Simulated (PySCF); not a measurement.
# C4H12OSi2 (SMILES CC(=O)CC([SiH3])[SiH3]): what the fields show

The calculation's input:

```
{"job": {"kind": "uv", "xc": "B3LYP", "basis": "def2-SVPD", "nstates": 8, "ntriplets": 3}, "charge": 0, "multiplicity": 1}
C      2.872795    -0.439579    -0.541488
C      1.481827    -0.608838     0.007437
O      1.169056    -1.553591     0.691748
C      0.495431     0.473071    -0.331814
C     -0.943539    -0.030455    -0.256561
Si    -1.239760    -1.066649     1.333310
Si    -2.154232     1.417446    -0.469471
H      2.860822    -0.688194    -1.602015
H      3.200453     0.592109    -0.440311
H      3.565105    -1.106561    -0.034063
H      0.650848     1.261610     0.413491
H      0.731478     0.903737    -1.308668
H     -1.092012    -0.710456    -1.102174
H     -1.145517    -2.504411     1.118336
H     -0.452753    -0.531909     2.442316
H     -2.650423    -0.814753     1.695689
H     -1.807736     2.151246    -1.696165
H     -2.028301     2.341940     0.660171
H     -3.523347     0.923488    -0.587229
```

Launched as:

```sh
OMP_NUM_THREADS=1 python probes_run.py task.json out
```

Geometry: GFN2-xTB.

Theory: B3LYP/def2-SVPD, SCF density, gas phase (PySCF).

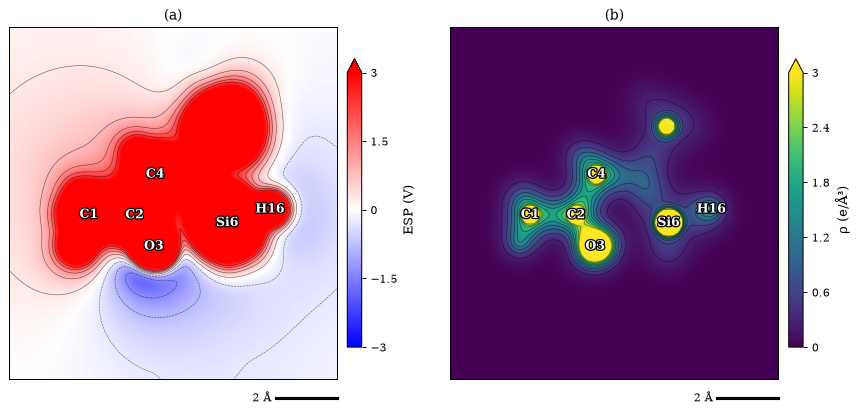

Figure 1. (a) electrostatic potential; (b) total electron density on the plane of atoms O3, C2 and C4.

> What do the fields say about this system?

- The plane passes through C, O, Si and H nuclei.
- C–O (1.21 Å): ρ is about 3.3 e/Å³ halfway.
- C–C (1.50 Å): ρ at the midpoint is about 1.8 e/Å³.
- Si–H (1.48 Å): ρ at the midpoint is about 0.77 e/Å³.
- Outside the dense part of the molecule the potential is most negative (−1.8 V) near O3.

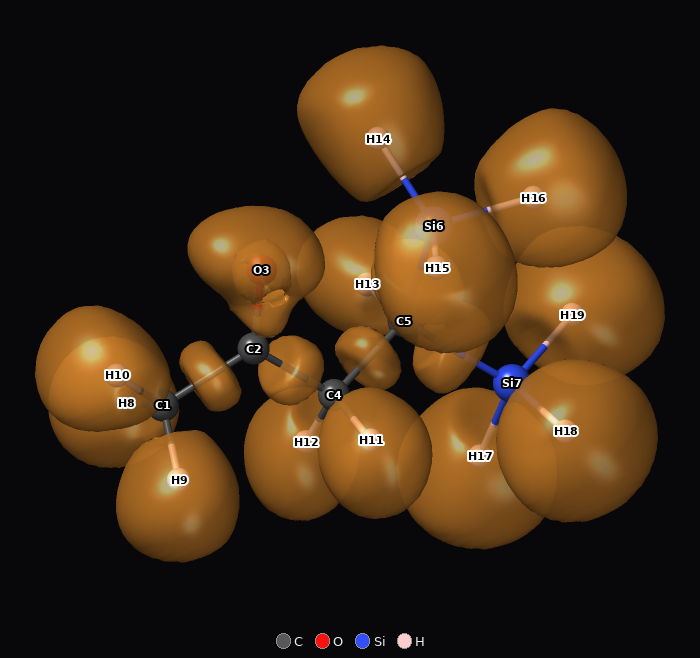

Figure 2. Isosurface of the electron localisation function at 0.75 (orange), seen at a tilt. Only the valence region is drawn (cores and ρ < 0.01 e/Å³ removed).

> Where are the electrons localised?

The surface consists of three regions between bonded C–C atoms (shared pairs), twelve regions around hydrogen nuclei, one region on C in which the atom's valence shell and bonds are merged and one region on O in which the atom's valence shell and bonds are merged. Along the contacts the grid gives the following. C–O (1.21 Å): the ELF peaks at about 0.85 between the atoms: a multiple bond. C–C (1.50 Å): the ELF peaks at about 0.95 between the atoms; localised, covalent bonding.

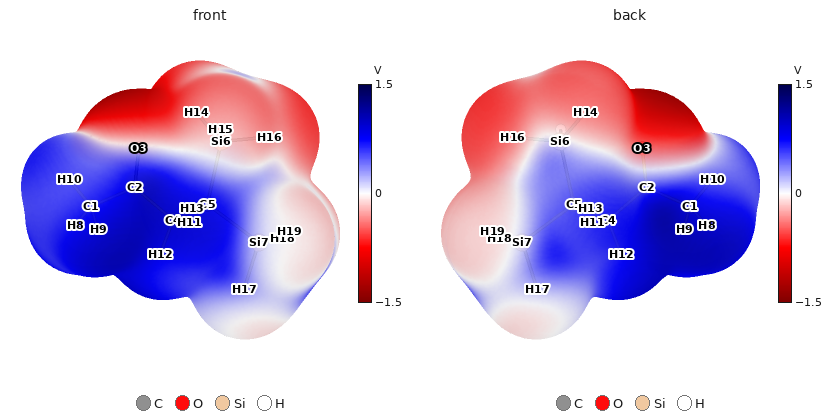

Figure 3. The electrostatic potential painted on the density surface at 0.001 e/bohr³, seen from the front and from behind; red is negative and blue positive.

> Where is the surface potential most negative and most positive?

The most negative region (about −1.2 V, or −28 kcal/mol for a unit charge) lies over O3, the most positive (about +1.1 V, or +25 kcal/mol for a unit charge) over the C and H atoms. O3 is the likeliest acceptor of a hydrogen bond.

> How polar is the molecule by this calculation?

Its dipole moment is 3.65 D.
